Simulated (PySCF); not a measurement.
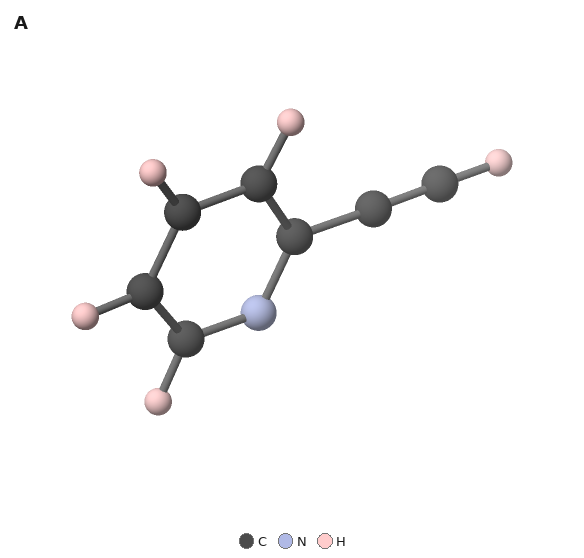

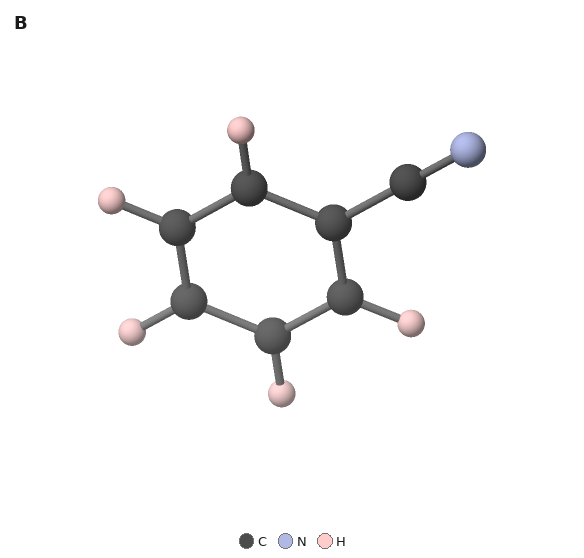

2 stationary structures of one formula. Geometries: PBE0-D3(BJ)/def2-SVP. Electronic energies: PBE0-D3(BJ)/def2-SVP (PySCF 2.14.0), without zero-point energy. No frequency run is at hand to confirm each as a minimum.

**How are they related?**

They are constitutional isomers of C7H5N: A `C#Cc1ccccn1`, B `N#Cc1ccccc1`.

**Which is lowest in energy, and by how much?**

B is lowest; A lies 167.7 kJ/mol above it.
